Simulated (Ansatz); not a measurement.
A series of calculations on SiH$_{4}$SO$_{3}$

## 1. Relaxation

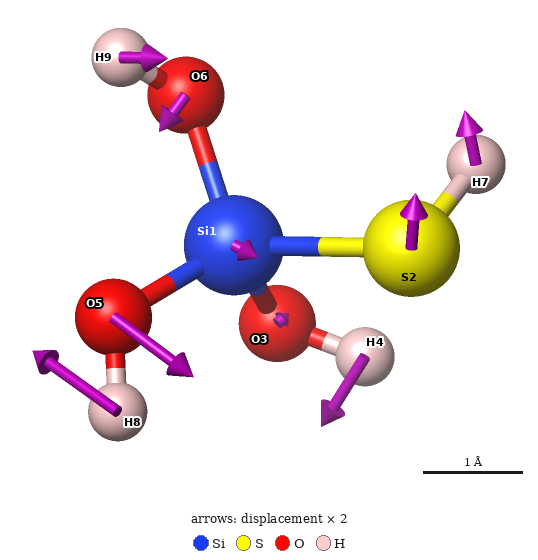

This is a relaxation of SiH4SO3. The starting structure is drawn; purple arrows show the displacements, magnified 2 times. The two geometries are superimposed by the best rigid fit.

The picture is a ball-and-stick view, seen at a tilt.

The run prepares an end point of a later path (reaction) calculation, from a guessed geometry.

Theory: Ansatz 0.2.0, RKS r2SCAN/def2-SVP. Settings: no spin polarisation; force threshold 0.03 eV/Å; at most 50 steps.

> Describe the change and its energy.

The energy falls by 0.102 eV in 12 accepted moves (15 points after the start). The largest force component goes from 0.33 to 0.008 eV/Å. The line search rejected the trial steps at points 3, 7, 12 of the run. H8 moves most after the best rigid fit: 0.64 Å. Largest moves by element: H 0.64 Å, O 0.54 Å, S 0.31 Å, Si 0.15 Å. Some distances before and after: Si1–S2 2.159 → 2.138 Å, Si1–O5 1.649 → 1.655 Å, Si1–O6 1.645 → 1.651 Å, O3–H4 0.968 → 0.964 Å. Bond angles that change, for instance: S2–Si1–O3 103.3° → 113.6°, Si1–O3–H4 105.1° → 114.8°, S2–Si1–O5 109.6° → 101.3°. Groups turn about Si1–O5 by about 100°, Si1–O3 by about 40°, Si1–O6 by about 35°.

## 2. Relaxation

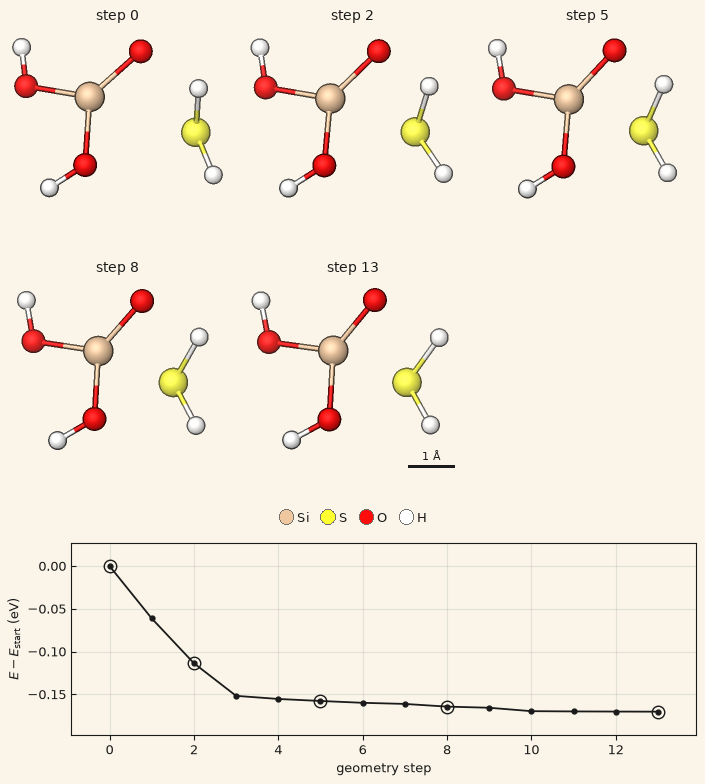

Frames of a relaxation of SiH4SO3, marked on the history of the run. Style: ball-and-stick. Shown at a tilt.

The run prepares an end point of a later path (reaction) calculation, from a guessed geometry.

Method: RKS r2SCAN/def2-SVP (Ansatz).

Input file:
```yaml
crystal:
  periodic: [false, false, false]
  atoms:
    - { symbol: Si, position_ang: [-0.737902, -0.572308, -0.169773] }
    - { symbol: S, position_ang: [2.049337, 1.0454, 1.064097] }
    - { symbol: O, position_ang: [-0.201759, -1.517125, 0.911373] }
    - { symbol: H, position_ang: [1.543717, -0.163126, 1.434263] }
    - { symbol: O, position_ang: [-1.969587, 0.504601, -0.044286] }
    - { symbol: O, position_ang: [-0.267999, -0.518038, -1.73188] }
    - { symbol: H, position_ang: [2.669805, 0.498, -0.002794] }
    - { symbol: H, position_ang: [-2.366046, 0.597626, 0.833446] }
    - { symbol: H, position_ang: [-0.719666, 0.12497, -2.294446] }
basis:
  gaussian: { orbitals: def2-SVP }
hamiltonian:
  xc: r2scan
relax:
  f_tol: 0.03
  max_steps: 50
```

Run as
```bash
ansatz run input.yaml --threads 2 --pin off --max-ram 3072MiB --backend cpu --events-out ev --progress --plain --runs-dir out
```

### What happens along the run?

The largest move after the best rigid fit is that of S2, 0.61 Å. By element the largest moves are S 0.61 Å, H 0.46 Å, O 0.26 Å, Si 0.25 Å. Some distances before and after: Si1–S2 3.451 → 2.632 Å, Si1–O6 1.632 → 1.648 Å, Si1–O5 1.641 → 1.654 Å, S2–H4 1.361 → 1.356 Å. Bond angles that change, for instance: Si1–O5–H8 116.1° → 113.6°. Over 13 geometry steps the energy falls by 0.170 eV. Largest force component: 0.22 eV/Å at the start, 0.023 eV/Å at the end. From step 0 to 2: S2 moves most (0.39 Å), energy −0.114 eV. From step 2 to 5: H7 moves most (0.27 Å), energy −0.044 eV. From step 5 to 8: H4 moves most (0.13 Å), energy −0.007 eV. From step 8 to 13: H4 moves most (0.16 Å), energy −0.006 eV.

| step | E − E(0), eV | largest force component, eV/Å |
| --- | --- | --- |
| 0 | 0.0000 | 0.2215 |
| 1 | -0.0612 | 0.2187 |
| 2 | -0.1136 | 0.3232 |
| 3 | -0.1517 | 0.2060 |
| 4 | -0.1554 | 0.0618 |
| 5 | -0.1577 | 0.0413 |
| 6 | -0.1599 | 0.0501 |
| 7 | -0.1612 | 0.2909 |
| 8 | -0.1643 | 0.1909 |
| 9 | -0.1656 | 0.2957 |
| 10 | -0.1696 | 0.0511 |
| 11 | -0.1699 | 0.0578 |
| 12 | -0.1701 | 0.0476 |
| 13 | -0.1702 | 0.0231 |

Limits of the set-up: the start holds two separate molecules, 2.3 Å apart at their closest, whose relative position is a soft coordinate and is computed without a dispersion correction.

## 3. Path

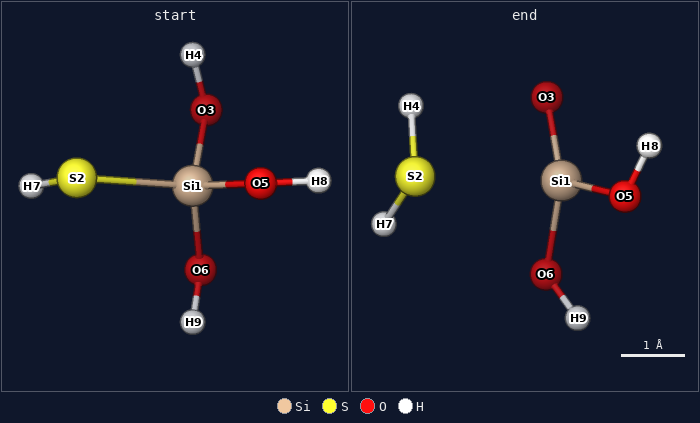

The two relaxed end points of a path for SiH$_{4}$SO$_{3}$. Style: ball-and-stick. Shown face on.

Computed with RKS r2SCAN/def2-SVP (Ansatz).

Run with 9 movable images; climbing image; force threshold 0.03 eV/Å; iteration limit 60.

Start:
```xyz
9

Si   -0.1066   -0.0212    0.0136
S     1.4183    1.4615    0.2298
O     0.1932   -1.4067    0.8600
H     0.4937   -1.2709    1.7661
O    -1.4389    0.8011    0.5505
O    -0.2589   -0.5895   -1.5286
H     2.3622    0.6623   -0.3171
H    -2.2458    0.2759    0.6225
H    -0.4173    0.0874   -2.1969
```

End:
```xyz
9

Si   -0.5221   -0.4793   -0.0904
S     1.5028    0.9252    0.8355
O    -0.2566   -1.6646    0.8502
H     1.6283   -0.2125    1.5625
O    -1.7597    0.6107    0.0314
O    -0.0267   -0.3715   -1.6588
H     2.2622    0.4381   -0.1722
H    -2.2785    0.5185    0.8407
H    -0.5498    0.2354   -2.1989
```

Predict the minimum-energy path and its barrier.

Answer. The highest point, image 9, lies 2.05 eV above the start and 0.02 eV above the end; the end is at +2.03 eV relative to the start. A hydrogen atom shifts from one atom to another. Breaking: O3–H4 (0.96 → 1.86 at the top → 2.48 Å). Forming: S2–H4 (3.27 → 1.40 at the top → 1.36 Å). The band converged in 22 iterations, with a climbing image at the top. At the top, the vibrational analysis gives one imaginary mode (224i cm⁻¹), as a transition state must have.

Energies of the converged images:

| image | path (Å) | E (eV) |
| --- | --- | --- |
| 0 | 0.00 | 0.000 |
| 1 | 0.28 | 0.004 |
| 2 | 0.57 | 0.018 |
| 3 | 0.85 | 0.035 |
| 4 | 1.14 | 0.077 |
| 5 | 1.43 | 0.225 |
| 6 | 1.72 | 0.565 |
| 7 | 2.01 | 1.304 |
| 8 | 2.30 | 1.960 |
| 9 | 2.59 | 2.050 |
| 10 | 3.10 | 2.034 |

The geometry at the top of the path:

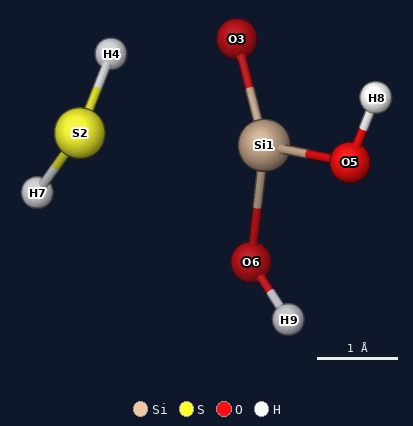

Cost: 6.1 min on 2 threads of Intel(R) Xeon(R) Platinum 8488C (Sapphire Rapids), with other jobs on the host, peak memory 0.17 GiB.
